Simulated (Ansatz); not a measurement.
BSiH3Cl2O: frequency calculation

- system: BSiH3Cl2O
- method: RKS PBE0-D4/def2-TZVP (Ansatz 0.2.0)

The geometry comes from this level: PBE0-D4/def2-TZVP. Figures and captions count atoms from 1; the log counts them from 0 in places.

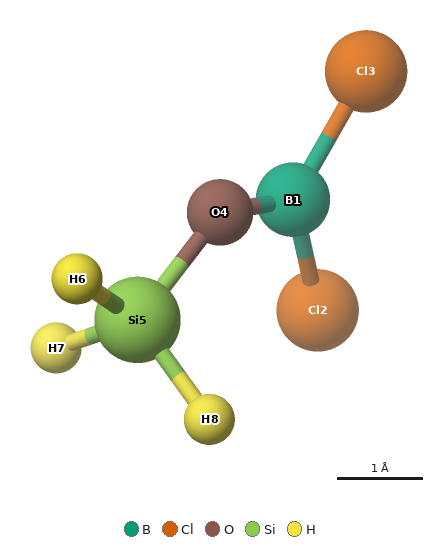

The input geometry (ball-and-stick view, seen at a tilt; atoms are numbered from 1 in the order of the input). Bond lengths as drawn: B–Cl 1.75 to 1.76 Å, B–O 1.33 Å, H–Si 1.48 Å and O–Si 1.67 Å.

## Input
```yaml
crystal:
  periodic: [false, false, false]
  atoms:
    - {symbol: B, position_ang: [-1.343467, 0.688899, -0.400830]}
    - {symbol: Cl, position_ang: [-1.294523, 1.849796, -1.729053]}
    - {symbol: Cl, position_ang: [-2.874130, 0.373487, 0.386675]}
    - {symbol: O, position_ang: [-0.242107, 0.058008, 0.003858]}
    - {symbol: Si, position_ang: [1.347904, 0.108461, -0.499325]}
    - {symbol: H, position_ang: [2.073596, -0.839773, 0.372624]}
    - {symbol: H, position_ang: [1.428937, -0.313569, -1.916933]}
    - {symbol: H, position_ang: [1.873321, 1.483392, -0.332629]}
basis:
  gaussian: {orbitals: def2-TZVP}
hamiltonian: {xc: pbe0, dispersion: d4}
phonons: {temperatures: {t_min: 298.15, t_max: 900, t_step: 200}}
```

Launched with:
```bash
ansatz run in.yaml --threads 8 --pin off --events-out ev --progress --plain --max-ram 19148MiB
```

## The program's output
```
Functional definition: PBE0
  name "PBE0"
  cite "Adamo & Barone, J. Chem. Phys. 110, 6158 (1999) doi:10.1063/1.478522"
  cite "Perdew, Burke & Ernzerhof, Phys. Rev. Lett. 77, 3865 (1996) doi:10.1103/PhysRevLett.77.3865"
  parent pbe
  parameter a = 0.25
  parameter kappa = 0.804
  parameter beta = 0.06672455060314922
  exchange = (1 - a)*pbe_x(kappa = kappa, mu = beta*pi^2/3) + a*exact_x
  correlation = pbe_c(beta = beta)
1256 factors; their error is unknown
mean field evaluation 1: about -35682.9406 eV, gradient 5.1e1 eV
mean field evaluation 2: about -35673.6023 eV, gradient 8.7e1 eV
mean field evaluation 4: about -35687.0433 eV, gradient 2.4e0 eV
mean field evaluation 8: about -35687.0541 eV, gradient 3.3e-2 eV
mean field evaluation 16: about -35687.1685 eV, gradient 2.3e-5 eV
mean field -35687.16854522 eV, -1311.4792544052 hartree, gradient 2.3e-5 eV, S^2 0.000000; 0 other end points of the search recorded, 0 dependent functions left out
the calculation of the forces begins
reference -35687.16857888 eV, -1311.4792556423 hartree; 32, 32 occupied and 159, 159 virtual orbitals, 1256 factors
these checks for a lower state are left out or cut short: stability, starts, cluster_reference, orbital_swaps, neighbouring_geometries, increment
1256 factors; their error is unknown
mean field -35687.16840843 eV, -1311.4792493783 hartree, gradient 2.5e-6 eV, S^2 0.000000; 0 other end points of the search recorded, 0 dependent functions left out
[... from here on the field's lines of each further geometry are left out, up to the last ...]
the calculation of the forces begins
reference -35687.16857353 eV, -1311.4792554456 hartree; 32, 32 occupied and 159, 159 virtual orbitals, 1256 factors
these checks for a lower state are left out or cut short: stability, starts, cluster_reference, orbital_swaps, neighbouring_geometries, increment
1256 factors; their error is unknown
mean field -35687.16853639 eV, -1311.4792540809 hartree, gradient 1.4e-6 eV, S^2 0.000000; 0 other end points of the search recorded, 0 dependent functions left out
the calculation of the forces begins
reference -35687.16857006 eV, -1311.4792553179 hartree; 32, 32 occupied and 159, 159 virtual orbitals, 1256 factors
Total energy: -35687.36055795 eV, -1311.4863107430 hartree
Atom 0 at    -1.343467     0.688899    -0.400830 Å, force    -0.001553     0.002056    -0.002013 eV/Å
Atom 1 at    -1.294523     1.849796    -1.729053 Å, force     0.000314    -0.000945     0.000964 eV/Å
Atom 2 at    -2.874130     0.373487     0.386675 Å, force     0.001771    -0.001043     0.000580 eV/Å
Atom 3 at    -0.242107     0.058008     0.003858 Å, force     0.000714     0.000694    -0.000622 eV/Å
Atom 4 at     1.347904     0.108461    -0.499325 Å, force    -0.001942    -0.000167     0.000672 eV/Å
Atom 5 at     2.073596    -0.839773     0.372624 Å, force     0.000267     0.000110    -0.000261 eV/Å
Atom 6 at     1.428937    -0.313569    -1.916933 Å, force     0.000308     0.000256     0.000843 eV/Å
Atom 7 at     1.873321     1.483392    -0.332629 Å, force     0.000121    -0.000960    -0.000162 eV/Å
Dipole moment:     0.356060    -0.058370    -0.033872 e Å
Vibrations: 77.38 94.94 101.11 246.01 344.99 509.30 529.88 719.44 728.35 847.40 942.61 954.71 959.21 967.09 1403.51 2251.62 2259.53 2272.03 cm⁻¹, zero-point energy 1.004837 eV
```

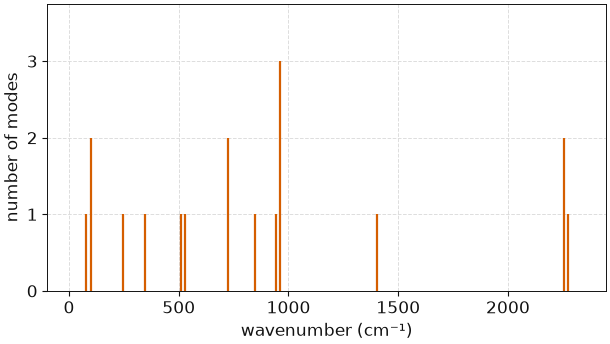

Harmonic vibrational wavenumbers from the force constants; neighbouring modes closer than 10 cm⁻¹ are counted in one stick. 18 modes from 77 to 2272 cm⁻¹, none imaginary.

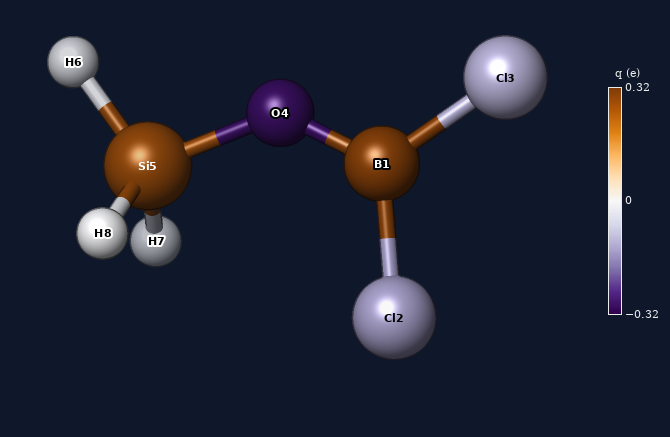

Mulliken charges, as the colour of each atom (ball-and-stick view, seen at a tilt; atoms are numbered from 1 in the order of the input). By element: B +0.31, Cl −0.14 to −0.12, O −0.29, Si +0.28 and H −0.01 e.

## Results in brief

| quantity | value |
| --- | --- |
| outcome | converged |
| total energy | −35687.3606 eV |
| mean-field energy | −35687.1686 eV |
| dispersion energy | −0.1920 eV |
| largest force (length of the vector) | 0.003 eV/Å |
| dipole moment | 1.74 D |
| hardware | 8 threads of Arm Neoverse V2, 23 GiB of memory available, shared host |
| wall time | 51 s (CPU time 6 min) |
| peak memory | 0.55 GiB |
